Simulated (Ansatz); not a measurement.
# ClH₄SiSn radical: single points with varied inputs

How do the results and run time of ClH₄SiSn radical respond when the settings are drawn wide?

Program: Ansatz 0.2.0, Gaussian basis. Level of theory: the settings change from run to run. These are calculated values, not measurements.

## (1) The molecule

An earlier PBE0-D4 in a triple-zeta def2 set relaxation fixed the geometry. Sn takes a core potential in def2 sets; no spin-orbit term is included.

SMILES `[SiH3][SnH][Cl]`, 7 atoms, charge 0, spin multiplicity 2.

Atoms are counted from 1 here; the program's logs count them from 0.

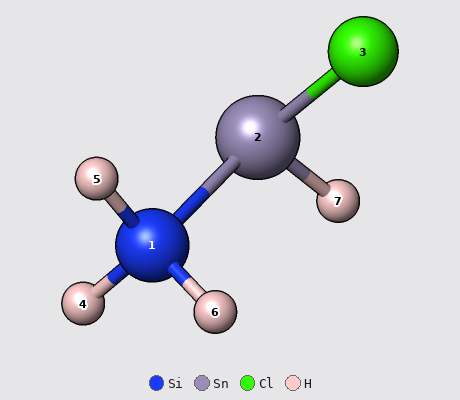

The structure; silicon blue, tin purple, chlorine green, hydrogen pink; atoms are numbered from 1 in the order of the file.

## (2) B3LYP/def2-SVPD

This run has coordinates scaled by 1.12.

File in.yaml:

```yaml
crystal:
  periodic: [false, false, false]
  atoms:
    - {symbol: Si, position_ang: [-1.065426, 0.525822, -0.426377]}
    - {symbol: Sn, position_ang: [1.014979, -1.370216, 0.286222]}
    - {symbol: Cl, position_ang: [3.259003, -0.153004, -0.380189]}
    - {symbol: H, position_ang: [-2.539719, -0.139810, -0.034124]}
    - {symbol: H, position_ang: [-0.976995, 0.775136, -2.066530]}
    - {symbol: H, position_ang: [-0.856215, 1.963650, 0.385978]}
    - {symbol: H, position_ang: [1.232914, -1.677851, 2.183949]}
basis:
  gaussian: {orbitals: def2-SVPD}
magnetization: {spin_polarized: true, initial_magnetization: 1}
hamiltonian: {xc: {name: B3LYP}}
output: {forces: true}
```

Launch:

```bash
> ansatz run in.yaml --threads 4 --pin off --events-out ev --progress --plain --max-ram 10444MiB
```

The program printed, shortened:

```text
Functional definition: B3LYP
  name "B3LYP"
  cite "Stephens, Devlin, Chabalowski & Frisch, J. Phys. Chem. 98, 11623 (1994) doi:10.1021/j100096a001"
  cite "Becke, Phys. Rev. A 38, 3098 (1988) doi:10.1103/PhysRevA.38.3098"
  cite "Lee, Yang & Parr, Phys. Rev. B 37, 785 (1988) doi:10.1103/PhysRevB.37.785"
  cite "Vosko, Wilk & Nusair, Can. J. Phys. 58, 1200 (1980) doi:10.1139/p80-159"
[...]
1221 factors; integrals over basis functions are off by at most 1.0e-3 eV
[...]
mean field -26292.89326268 eV, -966.2460054402 hartree, gradient 3.8e-5 eV, S^2 0.755254; 0 other end points of the search recorded, 0 dependent functions left out
[...]
reference -26292.89356229 eV, -966.2460164510 hartree; 29, 28 occupied and 86, 87 virtual orbitals, 1221 factors
Total energy: -26292.89356229 eV, -966.2460164510 hartree
Atom 0 at    -1.065426     0.525822    -0.426377 Å, force    -0.795296     0.771539    -0.319722 eV/Å
Atom 1 at     1.014979    -1.370216     0.286222 Å, force     0.723700     0.909532     0.615263 eV/Å
Atom 2 at     3.259003    -0.153004    -0.380189 Å, force    -1.274017    -0.651549     0.418238 eV/Å
Atom 3 at    -2.539719    -0.139810    -0.034124 Å, force     1.880632     0.841855    -0.502962 eV/Å
Atom 4 at    -0.976995     0.775136    -2.066530 Å, force    -0.121223    -0.333002     2.128678 eV/Å
Atom 5 at    -0.856215     1.963650     0.385978 Å, force    -0.277681    -1.839531    -1.039216 eV/Å
Atom 6 at     1.232914    -1.677851     2.183949 Å, force    -0.136116     0.301157    -1.300279 eV/Å
Dipole moment:    -0.822060    -0.299551     0.053940 e Å
```

Run time: 2.8 s. Hardware: 4 threads of Arm Neoverse V2, shared host.

Largest force 2.158 eV/Å, dipole 4.21 D, ⟨S²⟩ 0.755.

## (3) wB97X/def2-TZVP

Options: atoms shaken by 0.15 Å.

File in.yaml:

```yaml
crystal:
  periodic: [false, false, false]
  atoms:
    - {symbol: Si, position_ang: [-1.122691, 0.409809, -0.226492]}
    - {symbol: Sn, position_ang: [1.059170, -1.372178, 0.119707]}
    - {symbol: Cl, position_ang: [2.808809, -0.066210, -0.552511]}
    - {symbol: H, position_ang: [-2.531911, -0.247467, -0.356073]}
    - {symbol: H, position_ang: [-0.960086, 0.977074, -1.613328]}
    - {symbol: H, position_ang: [-0.785084, 1.832206, 0.219330]}
    - {symbol: H, position_ang: [1.221313, -1.457779, 1.917772]}
basis:
  gaussian: {orbitals: def2-TZVP}
magnetization: {spin_polarized: true, initial_magnetization: 1}
hamiltonian: {xc: {name: wB97X}}
output: {forces: true}
```

Launched as before.

The program printed, shortened:

```text
Functional definition: wB97X
  name "wB97X"
  cite "Chai & Head-Gordon, J. Chem. Phys. 128, 084106 (2008) doi:10.1063/1.2834918"
  cite "Becke, J. Chem. Phys. 107, 8554 (1997) doi:10.1063/1.475007"
[...]
  # The coefficients of nought are those of the uniform gas.
[...]
      + exact_x_lr(omega)
[...]
      + integral(e_c_pw_opposite_spin*poly(b97_u_opposite, 1, cos1, cos2, cos3, cos4))
1123 factors; their error is unknown
261 factors; integrals over basis functions are off by at most 2.6e-5 eV
[...]
mean field -26297.91280594 eV, -966.4304702529 hartree, gradient 7.9e-5 eV, S^2 0.761526; 0 other end points of the search recorded, 0 dependent functions left out
[...]
reference -26297.91276956 eV, -966.4304689159 hartree; 29, 28 occupied and 119, 120 virtual orbitals, 1123 factors
Total energy: -26297.91276956 eV, -966.4304689159 hartree
Atom 0 at    -1.122691     0.409809    -0.226492 Å, force     0.416255     0.196424    -1.746882 eV/Å
Atom 1 at     1.059170    -1.372178     0.119707 Å, force    -1.832700     0.447082     1.144412 eV/Å
Atom 2 at     2.808809    -0.066210    -0.552511 Å, force     0.773338     0.474823    -0.244844 eV/Å
Atom 3 at    -2.531911    -0.247467    -0.356073 Å, force     1.007680     0.682107     0.775316 eV/Å
Atom 4 at    -0.960086     0.977074    -1.613328 Å, force     0.077395    -0.818898    -0.180927 eV/Å
Atom 5 at    -0.785084     1.832206     0.219330 Å, force    -0.589387    -0.856522     1.034874 eV/Å
Atom 6 at     1.221313    -1.457779     1.917772 Å, force     0.147419    -0.125016    -0.781950 eV/Å
Dipole moment:    -0.356235    -0.339005     0.136139 e Å
```

Run time: 7.5 s. Hardware: 4 threads of Arm Neoverse V2, shared host; peak memory 0.64 GiB.

Largest force 2.206 eV/Å, dipole 2.45 D, ⟨S²⟩ 0.762.

## (4) HF/x2c-TZVPPall

File in.yaml:

```yaml
crystal:
  periodic: [false, false, false]
  atoms:
    - {symbol: Si, position_ang: [-0.951273, 0.469484, -0.380694]}
    - {symbol: Sn, position_ang: [0.906231, -1.223407, 0.255555]}
    - {symbol: Cl, position_ang: [2.909824, -0.136610, -0.339454]}
    - {symbol: H, position_ang: [-2.267606, -0.124830, -0.030468]}
    - {symbol: H, position_ang: [-0.872317, 0.692086, -1.845116]}
    - {symbol: H, position_ang: [-0.764478, 1.753259, 0.344623]}
    - {symbol: H, position_ang: [1.100816, -1.498081, 1.949954]}
basis:
  gaussian: {orbitals: x2c-TZVPPall}
magnetization: {spin_polarized: true, initial_magnetization: 1}
hamiltonian: {xc: {name: HF}}
output: {forces: true}
```

Same command.

The program printed, shortened:

```text
Functional definition: HF
  name "HF"
  cite "Fock, Z. Phys. 61, 126 (1930) doi:10.1007/BF01340294"
  parent pbe
[...]
1732 factors; their error is unknown
[...]
mean field -188485.81342137 eV, -6926.7258829625 hartree, gradient 8.4e-5 eV, S^2 0.759663; 0 other end points of the search recorded, 0 dependent functions left out
[...]
reference -188485.81342137 eV, -6926.7258829625 hartree; 43, 42 occupied and 157, 158 virtual orbitals, 1732 factors
Total energy: -188485.81342137 eV, -6926.7258829625 hartree
Relativity: scalar
Atom 0 at    -0.951273     0.469484    -0.380694 Å, force    -0.285537     0.185520    -0.096799 eV/Å
Atom 1 at     0.906231    -1.223407     0.255555 Å, force     0.051781    -0.108839     0.249227 eV/Å
Atom 2 at     2.909824    -0.136610    -0.339454 Å, force     0.164533     0.043082    -0.060362 eV/Å
Atom 3 at    -2.267606    -0.124830    -0.030468 Å, force     0.174883     0.121192    -0.060760 eV/Å
Atom 4 at    -0.872317     0.692086    -1.845116 Å, force    -0.033776    -0.011920     0.219105 eV/Å
Atom 5 at    -0.764478     1.753259     0.344623 Å, force    -0.034688    -0.212360    -0.120787 eV/Å
Atom 6 at     1.100816    -1.498081     1.949954 Å, force    -0.037196    -0.016675    -0.129624 eV/Å
Dipole moment:    -0.603682    -0.194860     0.053997 e Å
```

Wall time 4.7 s (4 threads of Arm Neoverse V2, shared host); peak memory 0.89 GiB.

Largest force 0.354 eV/Å, dipole 3.06 D, ⟨S²⟩ 0.760.

## (5) B2GP-PLYP/ANO-RCC-VTZP

Set apart from the defaults: atoms shaken by 0.08 Å, the search for lower states set to full.

File in.yaml:

```yaml
crystal:
  periodic: [false, false, false]
  atoms:
    - {symbol: Si, position_ang: [-1.076531, 0.498676, -0.495241]}
    - {symbol: Sn, position_ang: [0.915840, -1.188968, 0.289140]}
    - {symbol: Cl, position_ang: [2.813800, 0.019411, -0.405192]}
    - {symbol: H, position_ang: [-2.374086, -0.186895, -0.155294]}
    - {symbol: H, position_ang: [-0.975491, 0.744174, -1.994750]}
    - {symbol: H, position_ang: [-0.835361, 1.722337, 0.364982]}
    - {symbol: H, position_ang: [1.087509, -1.484374, 1.937904]}
basis:
  gaussian: {orbitals: ANO-RCC-VTZP}
magnetization: {spin_polarized: true, initial_magnetization: 1}
hamiltonian: {xc: {name: B2GP-PLYP}}
scf: {lower_state_search: full}
```

Same command.

The program printed, shortened:

```text
Functional definition: B2GP-PLYP
  name "B2GP-PLYP"
  cite "Karton, Tarnopolsky, Lamère, Schatz & Martin, J. Phys. Chem. A 112, 12868 (2008) doi:10.1021/jp801805p"
  cite "Becke, Phys. Rev. A 38, 3098 (1988) doi:10.1103/PhysRevA.38.3098"
  cite "Lee, Yang & Parr, Phys. Rev. B 37, 785 (1988) doi:10.1103/PhysRevB.37.785"
[...]
1285 factors; integrals over basis functions are off by at most 1.0e-3 eV
[...]
mean field -188552.88134619 eV, -6929.1905837390 hartree, gradient 7.9e-6 eV, S^2 0.756572; 3 other end points of the search recorded, 0 dependent functions left out
28 core orbitals not correlated: weight in the atoms' cores, before any rotation towards them, 1.000 or more for the frozen orbitals, at most 0.000 for the correlated occupied ones
reference -188552.88149715 eV, -6929.1905892868 hartree; 15, 14 occupied and 149, 150 virtual orbitals, 1285 factors
second order -25.58835234 eV of doubles, -0.00000000 eV of singles
Total energy: -188562.09330399 eV, -6929.5291169442 hartree
Relativity: scalar
```

It took 28 s on 4 threads of Arm Neoverse V2, shared host; peak memory 0.84 GiB.

⟨S²⟩ 0.757.

## (6) CCSD/def2-TZVPD

Set apart from the defaults: restricted open-shell orbitals, atoms shaken by 0.03 Å, high accuracy.

File in.yaml:

```yaml
crystal:
  periodic: [false, false, false]
  atoms:
    - {symbol: Si, position_ang: [-0.989593, 0.417810, -0.371510]}
    - {symbol: Sn, position_ang: [0.891344, -1.216439, 0.295230]}
    - {symbol: Cl, position_ang: [2.905267, -0.112837, -0.347066]}
    - {symbol: H, position_ang: [-2.246042, -0.078795, -0.034259]}
    - {symbol: H, position_ang: [-0.867608, 0.702537, -1.866519]}
    - {symbol: H, position_ang: [-0.780105, 1.741768, 0.343275]}
    - {symbol: H, position_ang: [1.085154, -1.517052, 1.946669]}
basis:
  gaussian: {orbitals: def2-TZVPD}
magnetization: {spin_polarized: false, initial_magnetization: 1}
hamiltonian: {xc: {name: HF}}
correlation: {method: ccsd}
accuracy: high
```

Same command.

The program printed, shortened:

```text
Functional definition: HF
  name "HF"
  cite "Fock, Z. Phys. 61, 126 (1930) doi:10.1007/BF01340294"
  parent pbe
[...]
3153 factors; integrals over basis functions are off by at most 4.0e-9 eV
[...]
mean field -26236.02108222 eV, -964.1559913577 hartree, gradient 3.1e-8 eV, S^2 0.750000; 0 other end points of the search recorded, 0 dependent functions left out
[...]
14 core orbitals not correlated: weight in the atoms' cores, before any rotation towards them, 1.000 or more for the frozen orbitals, at most 0.000 for the correlated occupied ones
reference -26236.02108222 eV, -964.1559913577 hartree; 15, 14 occupied and 152, 153 virtual orbitals, 3153 factors
second order -16.61542188 eV of doubles, -0.03547494 eV of singles
cycle   1  -17.23778796 eV  change   -5.9e-1 eV  update   1.0e-1
[...]
cycle  26  -17.81015829 eV  change   4.2e-10 eV  update   1.8e-9
Total energy: -26253.83124051 eV, -964.8105026027 hartree
```

Wall time 3.4 min (4 threads of Arm Neoverse V2, shared host); peak memory 8.1 GiB.

T1 0.017.

## (7) MP2/def2-SVP

File in.yaml:

```yaml
crystal:
  periodic: [false, false, false]
  atoms:
    - {symbol: Si, position_ang: [-0.951273, 0.469484, -0.380694]}
    - {symbol: Sn, position_ang: [0.906231, -1.223407, 0.255555]}
    - {symbol: Cl, position_ang: [2.909824, -0.136610, -0.339454]}
    - {symbol: H, position_ang: [-2.267606, -0.124830, -0.030468]}
    - {symbol: H, position_ang: [-0.872317, 0.692086, -1.845116]}
    - {symbol: H, position_ang: [-0.764478, 1.753259, 0.344623]}
    - {symbol: H, position_ang: [1.100816, -1.498081, 1.949954]}
basis:
  gaussian: {orbitals: def2-SVP}
magnetization: {spin_polarized: true, initial_magnetization: 1}
hamiltonian: {xc: {name: HF}}
correlation: {method: mp2}
```

The command is unchanged.

The program printed:

```text
Functional definition: HF
  name "HF"
  cite "Fock, Z. Phys. 61, 126 (1930) doi:10.1007/BF01340294"
  parent pbe
  exchange = exact_x
  correlation = 0
871 factors; integrals over basis functions are off by at most 1.2e-3 eV
mean field evaluation 1: about -26227.2932 eV, gradient 1.2e1 eV
mean field evaluation 2: about -26227.3016 eV, gradient 1.2e1 eV
mean field evaluation 4: about -26228.7571 eV, gradient 1.6e0 eV
mean field evaluation 8: about -26228.8079 eV, gradient 3.3e-3 eV
mean field -26228.80786437 eV, -963.8909104911 hartree, gradient 8.9e-7 eV, S^2 0.757005; 0 other end points of the search recorded, 0 dependent functions left out
14 core orbitals not correlated: weight in the atoms' cores, before any rotation towards them, 1.000 or more for the frozen orbitals, at most 0.000 for the correlated occupied ones
reference -26228.80786437 eV, -963.8909104911 hartree; 15, 14 occupied and 53, 54 virtual orbitals, 871 factors
second order -8.87377747 eV of doubles, -0.00000000 eV of singles
Total energy: -26237.68164185 eV, -964.2170157984 hartree
```

It took 0.55 s on 4 threads of Arm Neoverse V2, shared host.

⟨S²⟩ 0.757.

## (8) SVWN5/STO-3G

Set apart from the defaults: relativity set to scalar, high accuracy.

in.yaml, as its differences from that of step 7:

```diff
@@ -11,5 +11,6 @@
 basis:
-  gaussian: {orbitals: def2-SVP}
+  gaussian: {orbitals: STO-3G}
 magnetization: {spin_polarized: true, initial_magnetization: 1}
-hamiltonian: {xc: {name: HF}}
-correlation: {method: mp2}
+hamiltonian: {xc: {name: SVWN5}, pseudopotentials: {relativity: scalar}}
+accuracy: high
+output: {forces: true}
```

The command is unchanged.

The program printed, shortened:

```text
Functional definition: SVWN5
  name "SVWN5"
  cite "Dirac, Proc. Camb. Phil. Soc. 26, 376 (1930) doi:10.1017/S0305004100016108"
  cite "Slater, Phys. Rev. 81, 385 (1951) doi:10.1103/PhysRev.81.385"
  cite "Vosko, Wilk & Nusair, Can. J. Phys. 58, 1200 (1980) doi:10.1139/p80-159"
[...]
930 factors; integrals over basis functions are off by at most 3.0e-8 eV
[...]
mean field -185212.28316817 eV, -6806.4258650359 hartree, gradient 2.6e-8 eV, S^2 0.750546; 0 other end points of the search recorded, 0 dependent functions left out
[...]
reference -185212.28317042 eV, -6806.4258651183 hartree; 43, 42 occupied and 6, 7 virtual orbitals, 930 factors
Total energy: -185212.28317042 eV, -6806.4258651183 hartree
Relativity: scalar
Atom 0 at    -0.951273     0.469484    -0.380694 Å, force     0.439894    -0.505008     0.145986 eV/Å
Atom 1 at     0.906231    -1.223407     0.255555 Å, force    -0.201055     0.712610     0.964071 eV/Å
Atom 2 at     2.909824    -0.136610    -0.339454 Å, force    -0.452806    -0.259703     0.184823 eV/Å
Atom 3 at    -2.267606    -0.124830    -0.030468 Å, force     0.692736     0.424085    -0.229206 eV/Å
Atom 4 at    -0.872317     0.692086    -1.845116 Å, force    -0.151625    -0.026781     0.801823 eV/Å
Atom 5 at    -0.764478     1.753259     0.344623 Å, force    -0.163229    -0.659478    -0.418437 eV/Å
Atom 6 at     1.100816    -1.498081     1.949954 Å, force    -0.163915     0.314274    -1.449061 eV/Å
Dipole moment:    -0.620342    -0.186289     0.130514 e Å
```

It took 1.4 s on 4 threads of Arm Neoverse V2, shared host.

Largest force 1.492 eV/Å, dipole 3.17 D, ⟨S²⟩ 0.751.

## (9) RPBE/x2c-TZVPPall

Set apart from the defaults: multiplicity 4, finite nuclei, D3(BJ) dispersion.

in.yaml, as its differences from that of step 8:

```diff
@@ -11,6 +11,5 @@
 basis:
-  gaussian: {orbitals: STO-3G}
-magnetization: {spin_polarized: true, initial_magnetization: 1}
-hamiltonian: {xc: {name: SVWN5}, pseudopotentials: {relativity: scalar}}
-accuracy: high
+  gaussian: {orbitals: x2c-TZVPPall, nuclear_model: gaussian}
+magnetization: {spin_polarized: true, initial_magnetization: 3}
+hamiltonian: {xc: {name: RPBE}, dispersion: d3bj}
 output: {forces: true}
```

Same command.

The program printed, shortened:

```text
Functional definition: RPBE
  name "RPBE"
  cite "Hammer, Hansen & Nørskov, Phys. Rev. B 59, 7413 (1999) doi:10.1103/PhysRevB.59.7413"
  cite "Perdew, Burke & Ernzerhof, Phys. Rev. Lett. 77, 3865 (1996) doi:10.1103/PhysRevLett.77.3865"
[...]
1403 factors; their error is unknown
[...]
mean field -188584.57792328 eV, -6930.3554114627 hartree, gradient 6.3e-6 eV, S^2 3.754020; 6 other end points of the search recorded, 0 dependent functions left out
[...]
reference -188584.57796701 eV, -6930.3554130695 hartree; 44, 41 occupied and 156, 159 virtual orbitals, 1403 factors
Total energy: -188585.93940691 eV, -6930.4054450631 hartree
Relativity: scalar
Atom 0 at    -0.951273     0.469484    -0.380694 Å, force    -0.303776     0.164101     0.415217 eV/Å
Atom 1 at     0.906231    -1.223407     0.255555 Å, force    -1.762815    -1.624699    -0.079349 eV/Å
Atom 2 at     2.909824    -0.136610    -0.339454 Å, force     2.556229     1.326619    -0.757384 eV/Å
Atom 3 at    -2.267606    -0.124830    -0.030468 Å, force    -0.451382     0.069635     0.000850 eV/Å
Atom 4 at    -0.872317     0.692086    -1.845116 Å, force     0.197950    -0.236391    -0.259060 eV/Å
Atom 5 at    -0.764478     1.753259     0.344623 Å, force     0.043513     0.138122     0.206973 eV/Å
Atom 6 at     1.100816    -1.498081     1.949954 Å, force    -0.279719     0.162613     0.472753 eV/Å
Dipole moment:    -0.279916     0.025695     0.034005 e Å
```

Run time: 7.5 s. Hardware: 4 threads of Arm Neoverse V2, shared host; peak memory 0.41 GiB.

Largest force 2.978 eV/Å, dipole 1.36 D, ⟨S²⟩ 3.754.

## (10) B2PLYP/ANO-RCC-VTZP

in.yaml, as its differences from that of step 9:

```diff
@@ -11,5 +11,5 @@
 basis:
-  gaussian: {orbitals: x2c-TZVPPall, nuclear_model: gaussian}
-magnetization: {spin_polarized: true, initial_magnetization: 3}
-hamiltonian: {xc: {name: RPBE}, dispersion: d3bj}
+  gaussian: {orbitals: ANO-RCC-VTZP}
+magnetization: {spin_polarized: true, initial_magnetization: 1}
+hamiltonian: {xc: {name: B2PLYP}}
 output: {forces: true}
```

The command is unchanged.

The program printed, shortened:

```text
Functional definition: B2PLYP
  name "B2PLYP"
  cite "Grimme, J. Chem. Phys. 124, 034108 (2006) doi:10.1063/1.2148954"
  cite "Becke, Phys. Rev. A 38, 3098 (1988) doi:10.1103/PhysRevA.38.3098"
  cite "Lee, Yang & Parr, Phys. Rev. B 37, 785 (1988) doi:10.1103/PhysRevB.37.785"
[...]
1285 factors; integrals over basis functions are off by at most 8.8e-4 eV
[...]
mean field -188563.89896065 eV, -6929.5954736026 hartree, gradient 9.6e-6 eV, S^2 0.755187; 0 other end points of the search recorded, 0 dependent functions left out
28 core orbitals not correlated: weight in the atoms' cores, before any rotation towards them, 1.000 or more for the frozen orbitals, at most 0.000 for the correlated occupied ones
reference -188563.89915942 eV, -6929.5954809072 hartree; 15, 14 occupied and 149, 150 virtual orbitals, 1285 factors
second order -26.85237542 eV of doubles, -0.00000000 eV of singles
[...]
Total energy: -188571.14930078 eV, -6929.8619186879 hartree
Relativity: scalar
Atom 0 at    -0.951273     0.469484    -0.380694 Å, force    -0.170831     0.142394    -0.059908 eV/Å
Atom 1 at     0.906231    -1.223407     0.255555 Å, force    -0.124997    -0.158149     0.118947 eV/Å
Atom 2 at     2.909824    -0.136610    -0.339454 Å, force     0.192487     0.093702    -0.046247 eV/Å
Atom 3 at    -2.267606    -0.124830    -0.030468 Å, force     0.128651     0.056265    -0.032500 eV/Å
Atom 4 at    -0.872317     0.692086    -1.845116 Å, force    -0.007564    -0.023087     0.144007 eV/Å
Atom 5 at    -0.764478     1.753259     0.344623 Å, force    -0.016250    -0.125868    -0.068520 eV/Å
Atom 6 at     1.100816    -1.498081     1.949954 Å, force    -0.001496     0.014742    -0.055779 eV/Å
Dipole moment:    -0.564360    -0.169569     0.055504 e Å
```

It took 31 s on 4 threads of Arm Neoverse V2, shared host; peak memory 1.1 GiB.

Largest force 0.234 eV/Å, dipole 2.84 D, ⟨S²⟩ 0.755.

## (11) The runs in one table

```
                 level  charge  multiplicity  geometry  functions  energy (eV)     time
       B3LYP/def2-SVPD       0             2    scaled        115   -26292.894    2.8 s
       wB97X/def2-TZVP       0             2    shaken        148   -26297.913    7.5 s
       HF/x2c-TZVPPall       0             2   relaxed        200  -188485.813    4.7 s
B2GP-PLYP/ANO-RCC-VTZP       0             2    shaken        192  -188562.093     28 s
       CCSD/def2-TZVPD       0             2    shaken        181   -26253.831  3.4 min
          MP2/def2-SVP       0             2   relaxed         82   -26237.682   0.55 s
          SVWN5/STO-3G       0             2   relaxed         49  -185212.283    1.4 s
     RPBE/x2c-TZVPPall       0             4   relaxed        200  -188585.939    7.5 s
   B2PLYP/ANO-RCC-VTZP       0             2   relaxed        192  -188571.149     31 s
```

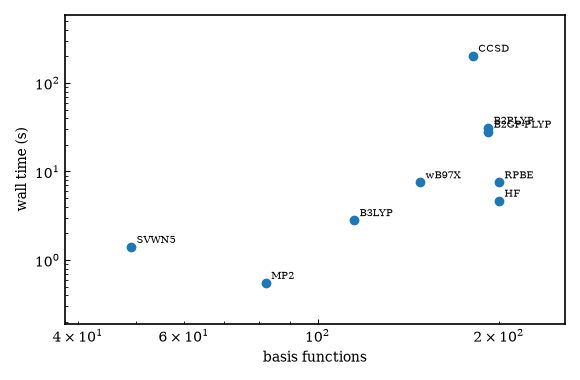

Wall time against the number of basis functions (shared host).

## (12) Summary of results

```
                                         quantity                     value
                                             runs                         9
                                         quickest      MP2/def2-SVP, 0.55 s
                                          slowest  CCSD/def2-TZVPD, 3.4 min
spread of total energies, same state and geometry               162333.5 eV
                  dipole, same state and geometry            2.84 to 3.17 D
```

What this shows: Run time spans a factor of 367, from MP2/def2-SVP to CCSD/def2-TZVPD. The jobs differ in tasks and options as well as level. Total energies at one charge and spin differ by 162333 eV between levels, so only differences within one level mean anything. Some of these runs are scalar-relativistic and others not, which shifts the totals of all-electron atoms past neon by several eV an atom and more; core potentials, where a basis has them, take the core out of the total altogether. At the PBE0-D4/def2-TZVP geometry and in the same state, the sound runs without point charges leave forces up to 1.49 eV/Å (SVWN5/STO-3G), against 2.2 eV/Å where the atoms were moved. At that geometry and state the dipole changes by 12 % between the lowest and highest value.
